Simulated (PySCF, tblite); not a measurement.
# C₃H₅F₃OSi: geometry, infrared bands and NMR shifts

Aim: predict the infrared bands and NMR shifts of C₃H₅F₃OSi (`O[SiH2]CC(F)=C(F)F`).

Computed with tblite 0.8.0 and PySCF 2.14.0, with density-fitted response routines of our own, on a single molecule in the gas phase. Atoms are numbered from 0 throughout.

## (1) The molecule as given

13 atoms, charge 0, multiplicity 1; geometry from: force field or distance geometry start.

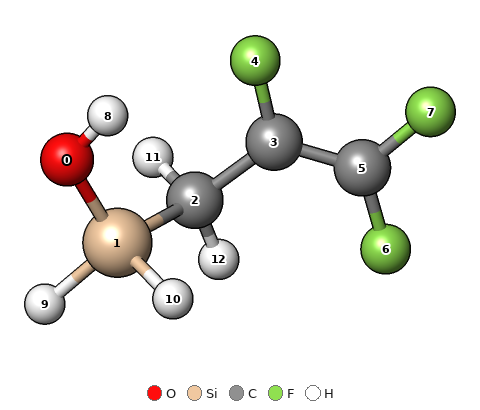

The starting geometry (oxygen red, silicon light orange, carbon grey, fluorine green, hydrogen white), atoms numbered; sticks join atoms by distance.

## (2) Optimising the geometry with GFN2-xTB

Job settings and geometry (Å):

```
{"job": {"kind": "relax", "xc": "GFN2-xTB", "basis": "xTB"}, "charge": 0, "multiplicity": 1}
O     -2.544100     0.419800     0.217800
Si    -1.406700    -0.637500     0.756900
C      0.096600    -0.763400    -0.354300
C      0.844100     0.536500    -0.497200
F      0.232200     1.563000    -1.105000
C      2.089600     0.711600    -0.051300
F      2.755000    -0.284000     0.570100
F      2.704600     1.911300    -0.216000
H     -2.259300     1.338400     0.098000
H     -2.031900    -1.978500     0.910100
H     -0.975500    -0.188200     2.107500
H     -0.245200    -1.071600    -1.354800
H      0.736200    -1.556700     0.022000
```

Started as:

```console
$ OMP_NUM_THREADS=1 python probes_run.py task.json out
```

One launch serves the whole session: the jobs run in the order shown.

Output:

```text
step      E/eV     max force
  0    -788.55260    1.858
  1    -788.66905    0.858
  2    -788.72229    0.581
  3    -788.74717    0.672
  4    -788.76676    0.371
  5    -788.77844    0.250
  6    -788.78446    0.273
  7    -788.79015    0.229
  8    -788.79497    0.195
  9    -788.79901    0.170
 10    -788.80345    0.242
 11    -788.80771    0.247
 12    -788.81069    0.137
 13    -788.81200    0.079
 14    -788.81265    0.059
 15    -788.81325    0.080
 16    -788.81384    0.072
 17    -788.81438    0.066
 18    -788.81499    0.082
 19    -788.81580    0.094
 20    -788.81674    0.123
 21    -788.81746    0.094
 22    -788.81786    0.049
 23    -788.81814    0.053
 24    -788.81852    0.071
 25    -788.81897    0.096
 26    -788.81937    0.073
 27    -788.81962    0.044
 28    -788.81982    0.047
 29    -788.82008    0.055
 30    -788.82052    0.079
 31    -788.82101    0.064
 32    -788.82138    0.049
 33    -788.82164    0.050
 34    -788.82191    0.045
 35    -788.82222    0.049
 36    -788.82253    0.037
 37    -788.82271    0.028
 38    -788.82280    0.029
 39    -788.82285    0.026
 40    -788.82291    0.021
 41    -788.82295    0.017
 42    -788.82298    0.014
 43    -788.82300    0.010
 44    -788.82301    0.009
```

Run time: 0.27 s. Hardware: 1 thread of Arm Neoverse V1, shared host.

Relaxation path: (not every step is listed)

| step | energy from step 0 (eV) | largest force (eV/Å) |
| --- | --- | --- |
| 0 | 0.0000 | 1.8580 |
| 1 | -0.1164 | 0.8577 |
| 2 | -0.1697 | 0.5814 |
| 3 | -0.1946 | 0.6724 |
| 4 | -0.2142 | 0.3710 |
| 5 | -0.2258 | 0.2500 |
| 6 | -0.2319 | 0.2730 |
| 7 | -0.2376 | 0.2287 |
| 8 | -0.2424 | 0.1946 |
| 11 | -0.2551 | 0.2472 |
| 14 | -0.2600 | 0.0592 |
| 17 | -0.2618 | 0.0656 |
| 20 | -0.2641 | 0.1233 |
| 23 | -0.2655 | 0.0532 |
| 26 | -0.2668 | 0.0731 |
| 29 | -0.2675 | 0.0552 |
| 32 | -0.2688 | 0.0492 |
| 35 | -0.2696 | 0.0493 |
| 38 | -0.2702 | 0.0289 |
| 39 | -0.2703 | 0.0258 |
| 40 | -0.2703 | 0.0210 |
| 41 | -0.2704 | 0.0170 |
| 42 | -0.2704 | 0.0142 |
| 43 | -0.2704 | 0.0103 |
| 44 | -0.2704 | 0.0090 |

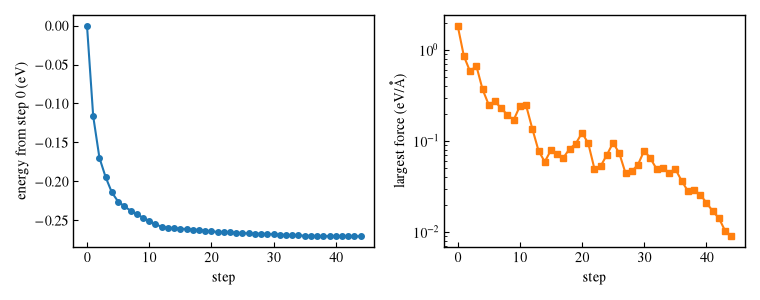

Energy and largest force along the relaxation.

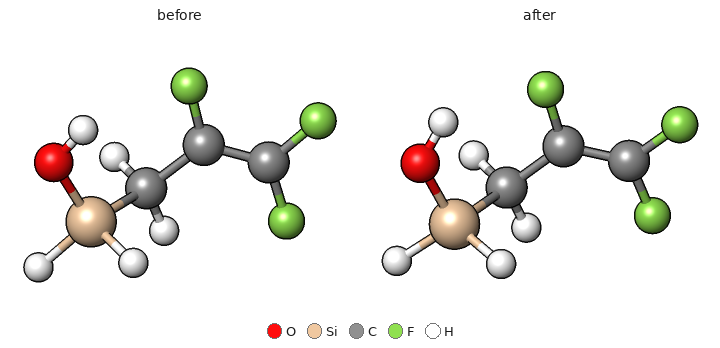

The geometry before (left) and after (right).

Distances of close pairs at the start and the end, largest changes first:

| bond | before (Å) | after (Å) | change (Å) |
| --- | --- | --- | --- |
| Si1–C2 | 1.874 | 1.931 | +0.058 |
| Si1–H9 | 1.487 | 1.453 | -0.035 |
| C2–C3 | 1.506 | 1.475 | -0.032 |
| O0–Si1 | 1.644 | 1.615 | -0.029 |
| C5–F7 | 1.358 | 1.330 | -0.028 |
| Si1–H10 | 1.487 | 1.462 | -0.025 |
| C3–F4 | 1.341 | 1.357 | +0.016 |
| C5–F6 | 1.349 | 1.333 | -0.016 |

The end geometry stands in the next job.

## (3) Harmonic vibrations with GFN2-xTB

Job settings and geometry (Å):

```
{"job": {"kind": "ir", "xc": "GFN2-xTB", "basis": "xTB"}, "charge": 0, "multiplicity": 1}
O     -2.463881     0.444603     0.276583
Si    -1.398238    -0.623556     0.852607
C      0.086794    -0.795716    -0.370301
C      0.822386     0.477562    -0.480146
F      0.124664     1.503865    -1.029170
C      2.049569     0.730374    -0.043588
F      2.823045    -0.198785     0.518907
F      2.681069     1.899614    -0.097184
H     -2.215361     1.273963    -0.127812
H     -2.140083    -1.872359     0.870097
H     -0.843903    -0.201084     2.137547
H     -0.301199    -1.062795    -1.353612
H      0.770749    -1.575199    -0.050248
```

Output:

```text
mode    cm-1     km/mol
  1      35.3      0.37
  2      67.0      2.16
  3     105.2      0.65
  4     159.4      2.59
  5     193.9      2.16
  6     228.3     14.11
  7     284.9    140.36
  8     328.8     12.88
  9     396.1     12.64
 10     441.8      8.57
 11     466.6      5.59
 12     479.5     28.20
 13     553.1     20.75
 14     593.6     13.02
 15     680.2     12.77
 16     718.2    135.89
 17     757.8     62.23
 18     771.1    142.52
 19     794.6    307.80
 20     800.1    211.40
 21     932.2    159.68
 22    1020.5    268.40
 23    1153.1     69.52
 24    1192.2    200.90
 25    1210.2    168.90
 26    1224.0    124.87
 27    1443.7      6.57
 28    1785.7     30.32
 29    2277.6    290.21
 30    2360.7    245.97
 31    2987.3     19.04
 32    3054.8      9.66
 33    3630.4     33.86
```

It took 0.41 s on 1 thread of Arm Neoverse V1, shared host.

The strongest bands and the atoms that carry them (share of the mass-weighted mode):

| cm⁻¹ | km/mol | atoms |
| --- | --- | --- |
| 795 | 307.8 | H8 49 %, C2 10 % |
| 800 | 211.4 | C2 20 %, H9 14 %, H12 13 %, H11 13 % |
| 932 | 159.7 | O0 53 %, Si1 38 % |
| 1020 | 268.4 | H12 24 %, C3 22 %, F4 14 %, C5 10 % |
| 1192 | 200.9 | C5 72 %, F6 14 %, F7 12 % |
| 1210 | 168.9 | H12 48 %, C2 27 %, H11 19 % |
| 2278 | 290.2 | H10 96 % |
| 2361 | 246.0 | H9 96 % |

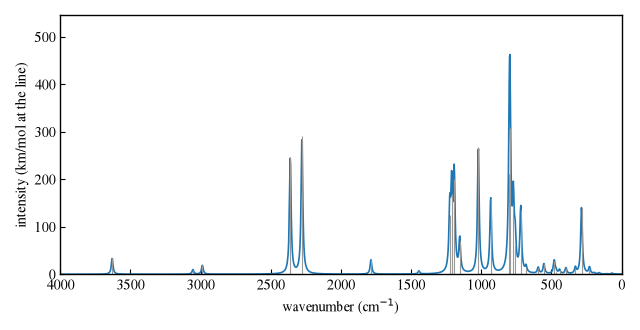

The infrared spectrum from these modes, unscaled. Lines are broadened to a width of 14 cm⁻¹ (Lorentzian).

## (4) NMR shieldings: PBE0/pcSseg-1

Same as in step 3 but for these lines:

```diff
@@ -1,2 +1,2 @@
-{"job": {"kind": "ir", "xc": "GFN2-xTB", "basis": "xTB"}, "charge": 0, "multiplicity": 1}
+{"job": {"kind": "nmr", "xc": "PBE0", "basis": "pcSseg-1"}, "charge": 0, "multiplicity": 1}
 O     -2.463881     0.444603     0.276583
```

Method: GIAO PBE0/pcSseg-1 NMR shielding, non-relativistic, gas phase.

Output:

```text
coarse grid: 12328 points
cycle   1  E = -780.6532782983  dE =  1.173e+00  |g| = 9.914e-01  |ddm| = 3.304e+00
cycle   2  E = -780.4289073618  dE =  2.244e-01  |g| = 1.511e+00  |ddm| = 1.827e+00
cycle   3  E = -780.8184319399  dE = -3.895e-01  |g| = 9.578e-02  |ddm| = 1.284e+00
cycle   4  E = -780.8198983808  dE = -1.466e-03  |g| = 4.808e-02  |ddm| = 1.105e-01
cycle   5  E = -780.8203544700  dE = -4.561e-04  |g| = 1.052e-02  |ddm| = 4.202e-02
cycle   6  E = -780.8203698062  dE = -1.534e-05  |g| = 3.572e-03  |ddm| = 8.471e-03
cycle   7  E = -780.8203719062  dE = -2.100e-06  |g| = 6.556e-04  |ddm| = 2.882e-03
final grid: 118432 points
cycle   8  E = -780.8958079136  dE = -3.776e-05  |g| = 8.532e-03  |ddm| = 2.287e-02
cycle   9  E = -780.8957909747  dE =  1.694e-05  |g| = 1.306e-02  |ddm| = 1.522e-02
cycle  10  E = -780.8958219243  dE = -3.095e-05  |g| = 8.105e-04  |ddm| = 9.107e-03
cycle  11  E = -780.8958220392  dE = -1.149e-07  |g| = 3.056e-04  |ddm| = 8.232e-04
cycle  12  E = -780.8958220572  dE = -1.801e-08  |g| = 1.159e-04  |ddm| = 3.007e-04
cycle  13  E = -780.8958220600  dE = -2.844e-09  |g| = 2.700e-05  |ddm| = 1.110e-04
cycle  14  E = -780.8958220602  dE = -1.530e-10  |g| = 6.238e-06  |ddm| = 2.548e-05
converged SCF energy = -780.8958220602

GIAO shielding tensors (ppm)
atom      isotropic    diamagn.    paramagn.     s11        s22        s33       span
  0 O      315.328     388.030     -72.701    288.353    309.739    347.893     59.540
  1 Si     367.102     878.148    -511.047    336.534    351.689    413.081     76.547
  2 C      167.231     255.134     -87.903    160.852    167.753    173.089     12.237
  3 C       47.034     253.223    -206.189      9.517     52.707     78.876     69.359
  4 F      358.815     475.413    -116.598    294.179    377.619    404.647    110.468
  5 C       20.135     251.180    -231.046    -38.590     42.161     56.833     95.424
  6 F      297.635     474.855    -177.220    248.048    302.428    342.429     94.381
  7 F      278.489     470.605    -192.116    257.228    284.826    293.413     36.185
  8 H       30.041      32.157      -2.117     21.050     27.079     41.993     20.944
  9 H       26.633      28.374      -1.740     22.990     24.956     31.954      8.965
 10 H       26.526      29.115      -2.588     23.029     25.409     31.142      8.113
 11 H       29.662      30.720      -1.058     25.777     27.657     35.551      9.775
 12 H       30.175      31.644      -1.468     25.256     29.686     35.585     10.330
```

It took 24 s on 1 thread of Arm Neoverse V1, shared host; peak memory 0.75 GiB.

The references, computed at this level on geometries of the same kind, shield at (ppm): ¹H TMS 31.72, ¹³C TMS 186.9, ²⁹Si TMS 349.2, ¹⁹F CFCl3 170.9, ¹⁷O H2O 336.1. Their shielding less the atom's gives the shift. The references are single molecules in the gas phase, so shifts against H2O, NH3, PH3, H3PO4 or CFCl3 are not on the usual liquid scales and can be off by tens of ppm. Atoms listed in one row are averaged.

| atoms | environment | σ (ppm) | δ (ppm) | δ scaled to CDCl3 |
| --- | --- | --- | --- | --- |
| C5 | fully substituted alkene carbon | 20.1 | 166.8 | 160.9 |
| C3 | fully substituted alkene carbon | 47.0 | 139.9 | 134.6 |
| C2 | allylic sp3 CH2 bonded to Si | 167.2 | 19.7 | 17.3 |
| H9, H10 | hydrogen on a silicon bonded to C, O | 26.58 | 5.14 | – |
| H11, H12 | hydrogen on an allylic sp3 CH2 bonded to Si | 29.92 | 1.80 | 1.80 |
| H8 | hydrogen on an oxygen bonded to Si | 30.04 | 1.68 | – |
| O0 | oxygen bonded to Si, H | 315.3 | 20.8 | – |
| Si1 | silicon bonded to C, O, 2 H | 367.1 | -17.9 | – |
| F7 | vinylic fluorine | 278.5 | -107.5 | – |
| F6 | vinylic fluorine | 297.6 | -126.7 | – |
| F4 | vinylic fluorine | 358.8 | -187.9 | – |

The scaled column applies a straight-line fit of computed shieldings to shifts measured in CDCl3, and one for carbons that bear F (root-mean-square error 0.16 ppm for H, 1.9 ppm for C).

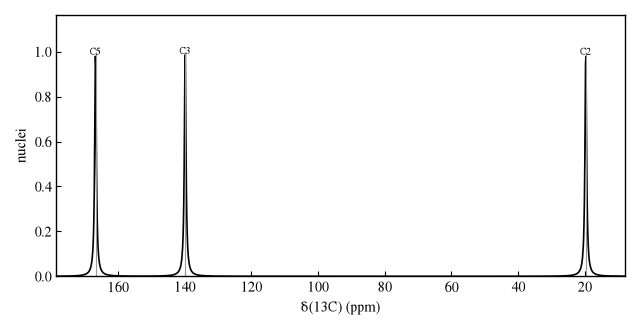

¹³C lines at the computed shifts, without couplings. Lines are broadened to a width of 0.59 ppm (Lorentzian).

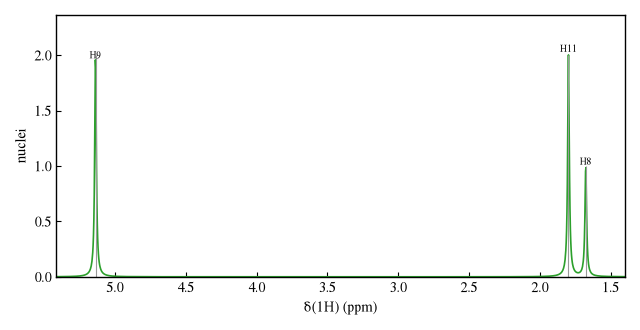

¹H lines at the computed shifts, without couplings. Lines are broadened to a width of 0.01 ppm (Lorentzian).

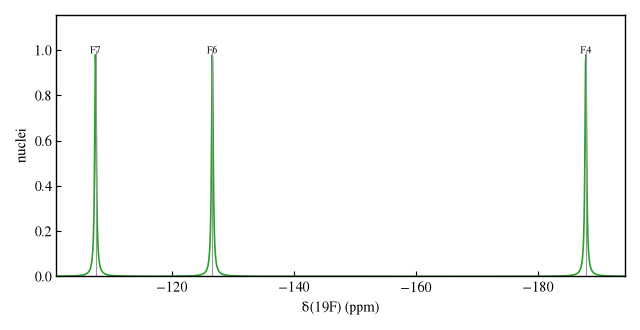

¹⁹F lines at the computed shifts, without couplings. Lines are broadened to a width of 0.32 ppm (Lorentzian).

The run also stored atomic charges by several schemes (e):

| atoms | Mulliken | IAO | Hirshfeld | ESP fit |
| --- | --- | --- | --- | --- |
| O0 | -0.56 | -0.79 | -0.31 | -0.70 |
| Si1 | 0.90 | 1.04 | 0.41 | 0.79 |
| C2 | -0.51 | -0.59 | -0.17 | -0.61 |
| C3 | 0.06 | 0.19 | 0.04 | 0.08 |
| F4 | -0.29 | -0.27 | -0.08 | -0.15 |
| C5 | 0.55 | 0.49 | 0.14 | 0.30 |
| F6 | -0.25 | -0.25 | -0.07 | -0.13 |
| F7 | -0.24 | -0.24 | -0.07 | -0.14 |

Mulliken charges:

O0 -0.56; Si1 0.90; C2 -0.51; C3 0.06; F4 -0.29; C5 0.55; F6 -0.25; F7 -0.24; H8 0.25; H9 -0.12; H10 -0.12; H11 0.17; H12 0.16

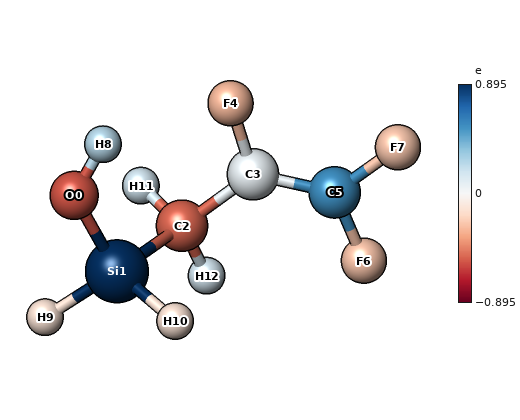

Mulliken charges, as colours on the atoms.

Mayer bond orders: O0–Si1 1.05, Si1–C2 0.82, C2–C3 1.03, C3–F4 0.92, C3–C5 1.73, C5–F6 1.00, C5–F7 1.01.

## (5) What came out

```
                                                              quantity                       value
                             strongest single infrared mode (GFN2-xTB)        795 cm⁻¹, 308 km/mol
                                          zero-point energy (GFN2-xTB)               47.4 kcal/mol
                                ¹³C shifts against TMS (PBE0/pcSseg-1)      166.8, 139.9, 19.7 ppm
¹H shifts against TMS (PBE0/pcSseg-1, means over atoms taken as alike)        5.14, 1.80, 1.68 ppm
                                ¹⁷O shifts against H2O (PBE0/pcSseg-1)                    20.8 ppm
                               ²⁹Si shifts against TMS (PBE0/pcSseg-1)                   -17.9 ppm
                              ¹⁹F shifts against CFCl3 (PBE0/pcSseg-1)  -107.5, -126.7, -187.9 ppm
```

**Reading.** Relaxing lowered the energy by 0.270 eV in 44 steps; the close pair that moved most is Si1–C2, from 1.874 to 1.931 Å. No mode is imaginary among the 33: a minimum at this level. The strongest single mode, at 795 cm⁻¹, is spread over many atoms; the largest shares are those of H8, C2. Unscaled tight-binding wavenumbers are off by several per cent, some by more. Its intensities can rank the bands wrongly. At PBE0/pcSseg-1: The widest tensor belongs to F4: span 110 ppm, with a paramagnetic part of -117 ppm.
